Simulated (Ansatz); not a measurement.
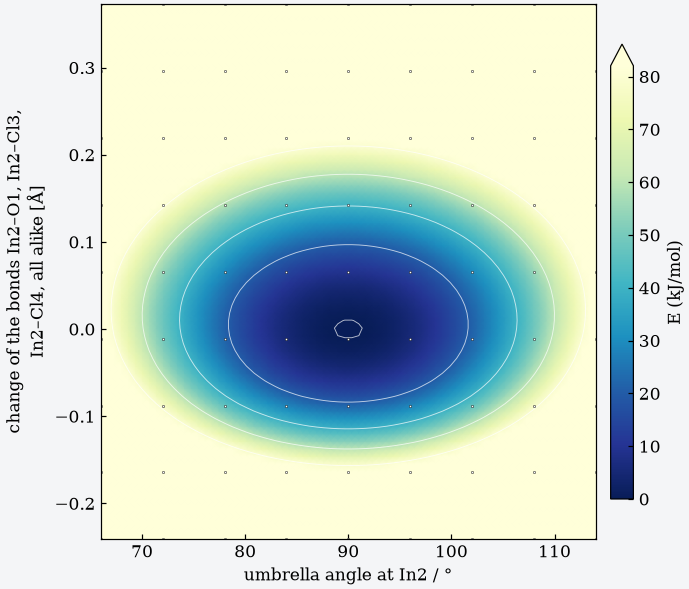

Cl₂HInO, SMILES [OH][In]([Cl])[Cl]. First axis: umbrella angle at In2 (between each of its bonds and their common axis; 90 is planar). Second axis: change of the bonds In2–O1, In2–Cl3, In2–Cl4, all alike. Nothing is relaxed (all other coordinates rigid). The scan uses a 9 × 9 grid; 45 points were computed and 36 follow by symmetry. Points are written as (first, second). All energies are given in kJ/mol relative to the lowest grid point. Theory: Ansatz, RKS r2SCAN-D4/def2-TZVP.

The picture shows a smooth colour map with a few white contour lines, dots at the grid points, one colour for all values above the top of the scale. Between grid points the surface is interpolated.

### Estimate the position of the minimum and the force constants in these coordinates.

The interpolated minimum is at the first coordinate ≈ 90.0°, the second coordinate ≈ 0.000 Å. The curvatures there are about 10 eV/rad² and 52 eV/Å², with a cross term of about 0 eV/(rad·Å). Round the minimum the two coordinates are nearly uncoupled. (1 eV is 96.5 kJ/mol.)
